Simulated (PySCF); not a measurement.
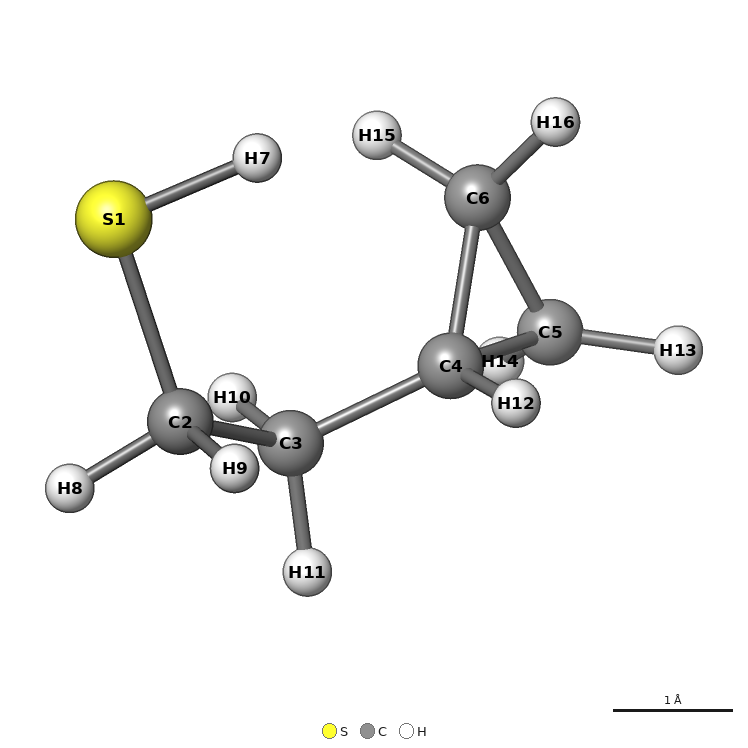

The atoms are numbered. The computed structure is the end point of a PBE0-D3(BJ)/def2-SVP optimisation. No frequency run is at hand to confirm it as a minimum.

**Describe the coordination of atom 1.**

S1 has 2 neighbours (C2 at 1.82, H7 at 1.35 Å); the arrangement is bent.

**Describe the coordination of atom 3.**

C3 has 4 neighbours (C2 at 1.52, C4 at 1.51, H10 at 1.10, H11 at 1.11 Å); the arrangement is tetrahedral.

**Describe the coordination of atom 2.**

C2 has 4 neighbours (S1 at 1.82, C3 at 1.52, H8 at 1.10, H9 at 1.10 Å); the arrangement is tetrahedral.

**What is the dihedral angle C2–C3–C4–C5?**

161° in size, that is anti.
